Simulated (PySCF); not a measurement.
**AlH2F (SMILES [H][Al]([H])[F]): a chain of runs**

Wanted: a structure relaxation (HF/pc-1), then the harmonic vibrations, then the energy (CCSD(T)/ma-def2-SVP), then the excited states (TD-M05-2X/aug-cc-pVTZ) of AlH2F. 

The calculation is run with PySCF 2.14.0.

## (1) Starting point

AlH2F: 4 atoms, total charge 0, spin state singlet. As SMILES, `[H][Al]([H])[F]`. All atoms were displaced at random from a relaxed shape. The run starts from this shape.

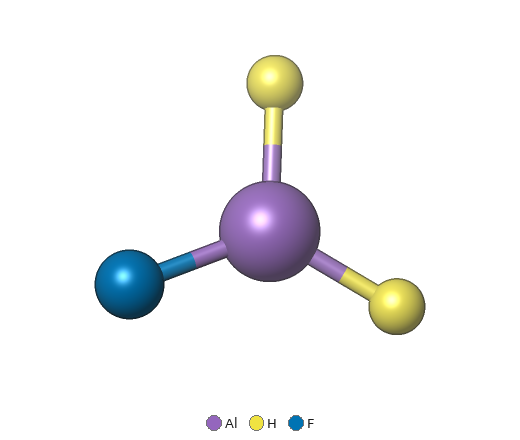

The structure, seen from a chosen angle (aluminium purple, hydrogen yellow, fluorine blue).

## (2) A structure relaxation at HF/pc-1 (run 1)

File geometry.xyz:

```xyz
4

Al     0.043720    -0.023906    -0.022177
H      1.600539    -0.045869    -0.013483
H     -0.668705     1.409962    -0.091965
F     -0.973271    -1.286970     0.013532
```

File run.py:

```python
from pyscf import gto
from pyscf.geomopt.geometric_solver import kernel as optimise

molecule = gto.Mole()
molecule.atom = 'geometry.xyz'
molecule.max_memory = 1860
molecule.verbose = 3
molecule.basis = 'pc-1'
molecule.build()

myscf = molecule.RHF()
converged, mol_eq = optimise(myscf, maxsteps=100)
print('converged:', converged)
print(mol_eq.tostring())

myscf.reset(mol_eq)
molecule = mol_eq
myscf.kernel()
e_final = myscf.e_tot
print('E(%s) = %.9f' % ('HF', e_final))
```

Started as:

```console
OMP_NUM_THREADS=1 python run.py
```

Log:

```text
maxiter                   100
----------------------------------------------------------
Custom engine selected.
Bonds will be generated from interatomic distances less than 1.20 times sum of covalent radii
12 internal coordinates being used (instead of 12 Cartesians)
Internal coordinate system (atoms numbered from 1):
Distance 1-2
Distance 1-3
Distance 1-4
Angle 2-1-4
Angle 3-1-4
Out-of-Plane 1-2-3-4
Translation-X 1-4
Translation-Y 1-4
Translation-Z 1-4
Rotation-A 1-4
Rotation-B 1-4
Rotation-C 1-4
> ===== Optimization Info: ====
> Job type: Energy minimization
> Maximum number of optimization cycles: 100
> Initial / maximum trust radius (Angstrom): 0.100 / 0.300
> Convergence Criteria:
> Will converge when all 5 criteria are reached:
>  |Delta-E| < 1.00e-06
>  RMS-Grad  < 3.00e-04
>  Max-Grad  < 4.50e-04
>  RMS-Disp  < 1.20e-03
>  Max-Disp  < 1.80e-03
> === End Optimization Info ===

Geometry optimization cycle 1
Cartesian coordinates (Angstrom)
 Atom        New coordinates             dX        dY        dZ
  Al   0.043720  -0.023906  -0.022177    0.000000  0.000000  0.000000
   H   1.600539  -0.045869  -0.013483    0.000000  0.000000  0.000000
   H  -0.668705   1.409962  -0.091965    0.000000  0.000000  0.000000
   F  -0.973271  -1.286970   0.013532    0.000000  0.000000  0.000000

WARN: Mole.unit (angstrom) is changed to Bohr

converged SCF energy = -342.539228417517
--------------- RHF_Scanner gradients ---------------
         x                y                z
0 Al    -0.0043105391    -0.0399653676     0.0022109226
1 H    -0.0019192158     0.0089650833    -0.0006081495
2 H    -0.0025569503     0.0093500188    -0.0006819728
3 F     0.0087867052     0.0216502655    -0.0009208003
----------------------------------------------
cycle 1: E = -342.539228418  dE = -342.539  norm(grad) = 0.048439
Step    0 : Gradient = 2.422e-02/4.026e-02 (rms/max) Energy = -342.5392284175
Hessian Eigenvalues: 4.50000e-02 5.00000e-02 5.00000e-02 ... 1.60000e-01 1.60000e-01 4.71890e-01

Geometry optimization cycle 2
Cartesian coordinates (Angstrom)
 Atom        New coordinates             dX        dY        dZ
  Al   0.058066   0.061858  -0.041316    0.014346  0.085764 -0.019139
   H   1.607833  -0.148471  -0.003605    0.007294 -0.102602  0.009878
   H  -0.745139   1.403029  -0.087384   -0.076434 -0.006933  0.004581
   F  -0.918477  -1.263199   0.018212    0.054794  0.023771  0.004680
converged SCF energy = -342.542216037871
--------------- RHF_Scanner gradients ---------------
         x                y                z
0 Al     0.0006173196    -0.0059376392    -0.0014840479
1 H     0.0005626196    -0.0005507270     0.0006482165
2 H    -0.0033746442    -0.0020937269     0.0006865377
3 F     0.0021947049     0.0085820931     0.0001492937
----------------------------------------------
cycle 2: E = -342.542216038  dE = -0.00298762  norm(grad) = 0.0115591
Step    1 : Displace = 8.382e-02/1.033e-01 (rms/max) Trust = 1.000e-01 (=) Grad = 5.780e-03/8.860e-03 (rms/max) E (change) = -342.5422160379 (-2.988e-03) Quality = 0.938
Hessian Eigenvalues: 4.55942e-02 5.00000e-02 5.00000e-02 ... 1.45960e-01 2.37009e-01 4.28609e-01

Geometry optimization cycle 3
Cartesian coordinates (Angstrom)
 Atom        New coordinates             dX        dY        dZ
  Al   0.037241   0.061994  -0.020438   -0.020824  0.000136  0.020878
   H   1.587998  -0.135851  -0.011908   -0.019835  0.012620 -0.008302
   H  -0.711507   1.426574  -0.094391    0.033633  0.023546 -0.007007
   F  -0.911450  -1.299501   0.012643    0.007027 -0.036302 -0.005569
converged SCF energy = -342.54272679299
--------------- RHF_Scanner gradients ---------------
         x                y                z
0 Al     0.0003350476     0.0014505583     0.0014616805
1 H     0.0000617758     0.0001015291    -0.0005356365
2 H     0.0002788060    -0.0017126043    -0.0004527516
3 F    -0.0006756294     0.0001605170    -0.0004732924
----------------------------------------------
cycle 3: E = -342.542726793  dE = -0.000510755  norm(grad) = 0.00292846
Step    2 : Displace = 3.399e-02/4.101e-02 (rms/max) Trust = 1.414e-01 (+) Grad = 1.464e-03/2.086e-03 (rms/max) E (change) = -342.5427267930 (-5.108e-04) Quality = 1.013
Hessian Eigenvalues: 5.00000e-02 5.00000e-02 5.00000e-02 ... 1.45940e-01 2.21192e-01 4.35208e-01

Geometry optimization cycle 4
Cartesian coordinates (Angstrom)
 Atom        New coordinates             dX        dY        dZ
  Al   0.032062   0.058938  -0.042142   -0.005179 -0.003057 -0.021704
   H   1.582695  -0.134100  -0.004210   -0.005303  0.001751  0.007698
   H  -0.704872   1.437742  -0.088180    0.006635  0.011168  0.006210
   F  -0.907603  -1.309363   0.020439    0.003847 -0.009862  0.007795
converged SCF energy = -342.54273133764
--------------- RHF_Scanner gradients ---------------
         x                y                z
0 Al     0.0005225033     0.0003774507    -0.0019148065
1 H    -0.0000740495     0.0002970704     0.0006486530
2 H     0.0001976468     0.0003761193     0.0006501934
3 F    -0.0006461006    -0.0010506403     0.0006159601
----------------------------------------------
cycle 4: E = -342.542731338  dE = -4.54465e-06  norm(grad) = 0.00266466
Step    3 : Displace = 1.562e-02/2.249e-02 (rms/max) Trust = 2.000e-01 (+) Grad = 1.332e-03/2.020e-03 (rms/max) E (change) = -342.5427313376 (-4.545e-06) Quality = 0.069
Hessian Eigenvalues: 5.00000e-02 5.00000e-02 5.00000e-02 ... 1.45942e-01 2.29140e-01 4.37347e-01

Geometry optimization cycle 5
Cartesian coordinates (Angstrom)
 Atom        New coordinates             dX        dY        dZ
  Al   0.033970   0.061104  -0.029605    0.001907  0.002166  0.012536
   H   1.584366  -0.138095  -0.008560    0.001671 -0.003995 -0.004351
   H  -0.709726   1.436019  -0.091971   -0.004855 -0.001723 -0.003791
   F  -0.906327  -1.305810   0.016044    0.001276  0.003552 -0.004395
converged SCF energy = -342.542765210532
--------------- RHF_Scanner gradients ---------------
         x                y                z
0 Al     0.0004373446     0.0000421101     0.0000863109
1 H    -0.0000012346    -0.0000286887    -0.0000282113
2 H    -0.0002102271     0.0002636857    -0.0000418942
3 F    -0.0002258829    -0.0002771071    -0.0000162054
----------------------------------------------
cycle 5: E = -342.542765211  dE = -3.38729e-05  norm(grad) = 0.000667584
Step    4 : Displace = 8.322e-03/1.285e-02 (rms/max) Trust = 7.810e-03 (-) Grad = 3.338e-04/4.478e-04 (rms/max) E (change) = -342.5427652105 (-3.387e-05) Quality = 0.944
Hessian Eigenvalues: 5.00000e-02 5.00000e-02 5.00000e-02 ... 1.45949e-01 2.36154e-01 4.25447e-01

Geometry optimization cycle 6
Cartesian coordinates (Angstrom)
 Atom        New coordinates             dX        dY        dZ
  Al   0.033501   0.061020  -0.030081   -0.000468 -0.000084 -0.000475
   H   1.583998  -0.137372  -0.008422   -0.000368  0.000723  0.000138
   H  -0.708776   1.435163  -0.091784    0.000950 -0.000856  0.000187
   F  -0.906441  -1.305593   0.016194   -0.000114  0.000217  0.000150
converged SCF energy = -342.542765843477
--------------- RHF_Scanner gradients ---------------
         x                y                z
0 Al     0.0000605583     0.0001486523     0.0000036380
1 H    -0.0000116034     0.0000136840    -0.0000039073
2 H     0.0000313641    -0.0000933482     0.0000007433
3 F    -0.0000803190    -0.0000689881    -0.0000004741
----------------------------------------------
cycle 6: E = -342.542765843  dE = -6.32945e-07  norm(grad) = 0.00021685
Step    5 : Displace = 8.488e-04/1.296e-03 (rms/max) Trust = 1.104e-02 (+) Grad = 1.084e-04/1.606e-04 (rms/max) E (change) = -342.5427658435 (-6.329e-07) Quality = 0.901
Hessian Eigenvalues: 5.00000e-02 5.00000e-02 5.00000e-02 ... 1.45949e-01 2.36154e-01 4.25447e-01
Converged! =D

converged: True
Al          0.03350130        0.06101983       -0.03008057
H           1.58399847       -0.13737237       -0.00842240
H          -0.70877591        1.43516300       -0.09178403
F          -0.90644086       -1.30559347        0.01619399
converged SCF energy = -342.542765843502
E(HF) = -342.542765844
```

Run time: 11 s. Hardware: 1 thread of Intel Xeon at 2.50GHz (Skylake/Cascade Lake), shared host; peak memory 0.14 GiB.

The path in brief:

```
step  energy from the first frame kept (eV)  largest force (eV/Å)
   0                                 0.0000                2.0701
   1                                -0.0813                0.4556
   2                                -0.0952                0.1073
   3                                -0.0953                0.1039
   4                                -0.0962                0.0230
   5                                -0.0963                0.0083
```

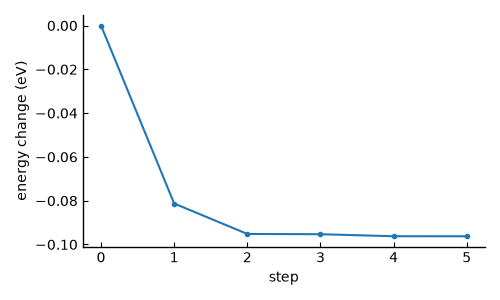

Energy along the run.

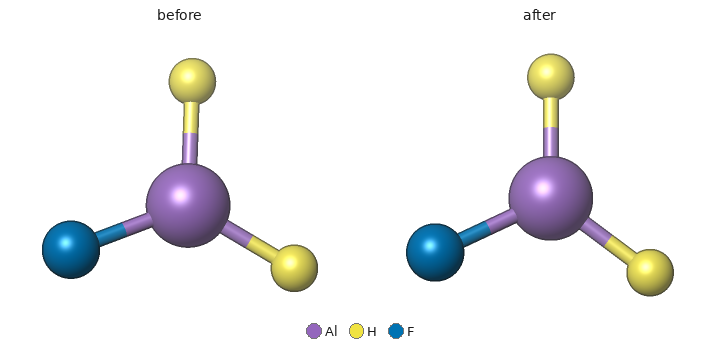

Before and after, at one scale.

After the run. Bond lengths: Al1–F4 1.659 Å, Al1–H2 1.563 Å, Al1–H3 1.563 Å. Angles: H2–Al1–F4 117.2°, H3–Al1–F4 117.1°, H2–Al1–H3 125.7°.

## (3) Vibrational wavenumbers at HF/pc-1 (run 2)

File input.xyz:

```xyz
4
AlFH2
Al     0.355082     0.516265    -0.017481
H      1.905363     0.317233     0.004315
H     -0.386670     1.890845    -0.079083
F     -0.584860    -0.850348     0.028794
```

File job.py:

```python
import numpy
from pyscf import gto, scf, symm
from pyscf.hessian import thermo

mol = gto.Mole()
mol.atom = 'input.xyz'
mol.basis = 'pc-1'
mol.charge = 0
mol.verbose = 3
mol.spin = 0
mol.max_memory = 1860
mol.build()

mf = scf.RHF(mol)
mf.kernel()

e_tot = mf.e_tot
print('E = %.10f Eh' % e_tot)
hess = mf.Hessian().kernel()
modes = thermo.harmonic_analysis(mol, hess)
print('frequencies (1/cm)', numpy.round(modes['freq_wavenumber'], 1))
symm.geom.TOLERANCE = 1e-3  # for the symmetry number
th = thermo.thermo(mf, modes['freq_au'], 298.15, 101325)
thermo.dump_thermo(mol, th)
```

Started as:

```console
OMP_NUM_THREADS=1 python job.py
```

Log:

```text
converged SCF energy = -342.542765872858
E = -342.5427658729 Eh
frequencies (1/cm) [ 599.5  683.8  823.1  889.9 2101.5 2104.3]
temperature 298.1500 [K]
pressure 101325.00 [Pa]
Rotational constants [GHz] 129.60898 14.65884 13.16938
Symmetry number 2
Zero-point energy (ZPE) 0.01641 [Eh]   43078.031 [J/mol]
                           tot       elec      trans        rot        vib
Entropy [J/mol/K]       239.978      0.000    157.025     78.297      4.656
Cv [J/mol/K]             37.650      0.000     12.472     12.472     12.706
Cp [J/mol/K]             45.964      0.000     20.786     12.472     12.706
Internal energy [J/mol]                      3718.434   3718.434  44150.311
Internal energy [Eh]   -342.52312  -342.54277
Enthalpy [J/mol]                             6197.391   3718.434  44150.311
Enthalpy [Eh]          -342.52217
Gibbs free energy [J/mol]                  -40619.669 -19625.774  42762.152
Gibbs free energy [Eh] -342.54942
```

It took 11 s on 1 thread of Intel Xeon at 2.50GHz (Skylake/Cascade Lake), shared host; peak memory 0.12 GiB.

## (4) The energy at CCSD(T)/ma-def2-SVP (run 3)

File geometry.xyz:

```xyz
4
AlFH2
Al     0.033501     0.061020    -0.030081
H      1.583998    -0.137372    -0.008422
H     -0.708776     1.435163    -0.091784
F     -0.906441    -1.305593     0.016194
```

File job.py:

```python
from pyscf import gto, cc

mol = gto.M(
    atom='geometry.xyz',
    max_memory=1860,
    spin=0,
    verbose=3,
    basis='ma-def2-svp',
)

mf = mol.RHF()
mf.kernel()

mycc = cc.CCSD(mf, frozen=6)
mycc.kernel()
e_t = mycc.ccsd_t()
etot = mycc.e_tot + e_t
print('E = %.10f Eh' % etot)
mf.analyze()
```

Started as:

```console
OMP_NUM_THREADS=1 python job.py
```

Log:

```text
converged SCF energy = -342.423404110957
E(CCSD) = -342.6832386341119  E_corr = -0.2598345231553061
CCSD(T) correction = -0.00415913973019667
E = -342.6873977738 Eh
**** MO energy ****
MO #1   energy= -58.4832177340025  occ= 2
MO #2   energy= -26.2522178979572  occ= 2
MO #3   energy= -4.91785065727092  occ= 2
MO #4   energy= -3.23697111024678  occ= 2
MO #5   energy= -3.23519164039439  occ= 2
MO #6   energy= -3.23315275246766  occ= 2
MO #7   energy= -1.51394780157812  occ= 2
MO #8   energy= -0.680644359826758 occ= 2
MO #9   energy= -0.628690335613374 occ= 2
MO #10  energy= -0.623762619905789 occ= 2
MO #11  energy= -0.534451830423951 occ= 2
MO #12  energy= -0.448043025195873 occ= 2
MO #13  energy= 0.0237950830259601 occ= 0
MO #14  energy= 0.0390336386625525 occ= 0
MO #15  energy= 0.0544978594601706 occ= 0
MO #16  energy= 0.067274650858419  occ= 0
MO #17  energy= 0.103319661514879  occ= 0
MO #18  energy= 0.138236311908438  occ= 0
MO #19  energy= 0.161047986658285  occ= 0
MO #20  energy= 0.250310981990367  occ= 0
MO #21  energy= 0.297168484942624  occ= 0
MO #22  energy= 0.373412264012696  occ= 0
MO #23  energy= 0.380944012417047  occ= 0
MO #24  energy= 0.430759809573114  occ= 0
MO #25  energy= 0.500899351489107  occ= 0
MO #26  energy= 0.505509620208855  occ= 0
MO #27  energy= 0.528946427844117  occ= 0
MO #28  energy= 0.580304713365187  occ= 0
MO #29  energy= 0.605833314254046  occ= 0
MO #30  energy= 0.645207509302132  occ= 0
MO #31  energy= 0.689270331466061  occ= 0
MO #32  energy= 0.690981307071395  occ= 0
MO #33  energy= 0.909911774625233  occ= 0
MO #34  energy= 1.10573993235597   occ= 0
MO #35  energy= 1.12757998291005   occ= 0
MO #36  energy= 1.85787516435686   occ= 0
MO #37  energy= 1.90105726324779   occ= 0
MO #38  energy= 1.92428735299404   occ= 0
MO #39  energy= 2.27695382051677   occ= 0
MO #40  energy= 3.47999163239408   occ= 0
MO #41  energy= 3.48255499962541   occ= 0
MO #42  energy= 3.55247616004397   occ= 0
MO #43  energy= 3.56025488213332   occ= 0
MO #44  energy= 3.88242673775697   occ= 0
 ** Mulliken atomic charges  **
charge of    0Al =      1.00166
charge of    1H =     -0.19111
charge of    2H =     -0.19119
charge of    3F =     -0.61936
Dipole moment(X, Y, Z, Debye):  1.00690,  1.46208, -0.04904
```

Run time: 2.5 s. Hardware: 1 thread of Intel Xeon at 2.50GHz (Skylake/Cascade Lake), shared host; peak memory 0.14 GiB.

## (5) The excited states at TD-M05-2X/aug-cc-pVTZ (density fitting with cc-pvdz-jkfit, spin of roots singlet) (run 4)

File input.xyz:

```xyz
4
AlFH2
Al     0.033501     0.061020    -0.030081
H      1.583998    -0.137372    -0.008422
H     -0.708776     1.435163    -0.091784
F     -0.906441    -1.305593     0.016194
```

File job.py:

```python
from pyscf import gto, dft, tdscf

molecule = gto.Mole()
molecule.atom = 'input.xyz'
molecule.max_memory = 1860
molecule.basis = 'aug-cc-pvtz'
molecule.charge = 0
molecule.verbose = 3
molecule.build()

mf = dft.RKS(molecule)
mf.xc = 'm05-2x'
mf = mf.density_fit(auxbasis='cc-pvdz-jkfit')
mf.kernel()

energy = mf.e_tot
print('E(%s) = %.9f' % ('M05-2X', energy))

td = mf.TDDFT()
td.nstates = 3
td.kernel()
td.analyze()
roots = td.e * 27.211386
osc = td.oscillator_strength()
print('state   eV      nm      f')
for i, (w, f) in enumerate(zip(roots, osc), 1):
    print('%3d %9.4f %8.1f %9.5f' % (i, w, 1239.842 / w, f))
```

Started as:

```console
OMP_NUM_THREADS=1 python job.py
```

Log:

```text
converged SCF energy = -343.567957388476
E(M05-2X) = -343.567957388
Excitation energies (eV)
[5.82797741 7.6855057  8.42067308]

** Singlet excitation energies and oscillator strengths **
state   eV      nm      f
  1    5.8280    212.7   0.00000
  2    7.6855    161.3   0.00406
  3    8.4207    147.2   0.20190
```

Run time: 14 min. Hardware: 1 thread of Intel Xeon at 2.50GHz (Skylake/Cascade Lake), shared host; peak memory 0.76 GiB.

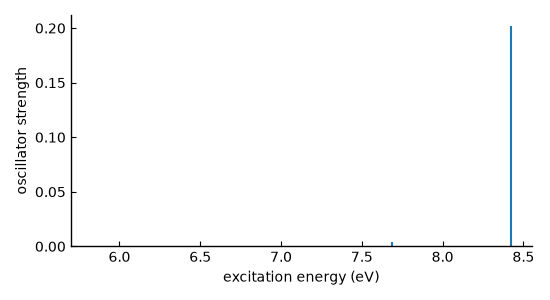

Vertical excitations as sticks.

The roots found:

```
excited state  energy (eV)  strength
            1        5.828    0.0000
            2        7.686    0.0041
            3        8.421    0.2019
```

## (6) Outcome

| quantity | value |
| --- | --- |
| run 1, HF/pc-1: total energy at the end | -342.54277 Eh |
| run 1, HF/pc-1: dipole moment | 1.71 D |
| run 1, HF/pc-1: HOMO energy | -12.14 eV |
| run 1, HF/pc-1: LUMO energy | 1.20 eV |
| run 1, HF/pc-1: HOMO–LUMO gap | 13.35 eV |
| run 2, HF/pc-1: lowest harmonic wavenumber | 600 cm⁻¹ |
| run 2, HF/pc-1: highest harmonic wavenumber | 2104 cm⁻¹ |
| run 2, HF/pc-1: zero-point energy | 43.1 kJ/mol |
| run 2, HF/pc-1: ideal-gas entropy at 298.15 K (symmetry number 2 as used) | 57.4 cal/(mol K) |
| run 3, CCSD(T)/ma-def2-SVP: total energy | -342.68740 Eh |
| run 3, CCSD(T)/ma-def2-SVP: dipole moment (Hartree–Fock density) | 1.78 D |
| run 3, CCSD(T)/ma-def2-SVP: HOMO energy (Hartree–Fock orbitals) | -12.19 eV |
| run 3, CCSD(T)/ma-def2-SVP: LUMO energy (Hartree–Fock orbitals) | 0.65 eV |
| run 3, CCSD(T)/ma-def2-SVP: HOMO–LUMO gap (Hartree–Fock orbitals) | 12.84 eV |
| run 3, CCSD(T)/ma-def2-SVP: correlation energy (6 core orbitals frozen) | -264.0 mEh |
| run 3, CCSD(T)/ma-def2-SVP: (T) correction | -4.16 mEh |
| run 3, CCSD(T)/ma-def2-SVP: T1 diagnostic | 0.015 |
| run 4, TD-M05-2X/aug-cc-pVTZ: ground-state or mean-field energy | -343.56796 Eh |
| run 4, TD-M05-2X/aug-cc-pVTZ: dipole moment (M05-2X Kohn–Sham density) | 1.53 D |
| run 4, TD-M05-2X/aug-cc-pVTZ: HOMO energy (M05-2X Kohn–Sham orbitals) | -10.14 eV |
| run 4, TD-M05-2X/aug-cc-pVTZ: LUMO energy (M05-2X Kohn–Sham orbitals) | -0.76 eV |
| run 4, TD-M05-2X/aug-cc-pVTZ: HOMO–LUMO gap (M05-2X Kohn–Sham orbitals) | 9.38 eV |
| run 4, TD-M05-2X/aug-cc-pVTZ: lowest singlet excitation energy | 5.83 eV |

The optimisation (run 1, HF/pc-1) took 5 steps and changed the energy by -0.096 eV. Mulliken charges (run 1, HF/pc-1) run from -0.63 on F4 to +1.26 on Al1; they depend strongly on the basis. All 6 modes (run 2, HF/pc-1) are real, so the shape is a minimum at this level. Mulliken charges (run 2, HF/pc-1) run from -0.63 on F4 to +1.26 on Al1. The triples (run 3, CCSD(T)/ma-def2-SVP) make up 1.6 % of the correlation energy. The brightest of the 3 transitions from the ground state lies at 8.42 eV (147 nm, f = 0.202); the lowest, at 5.83 eV, has f = 0.000.
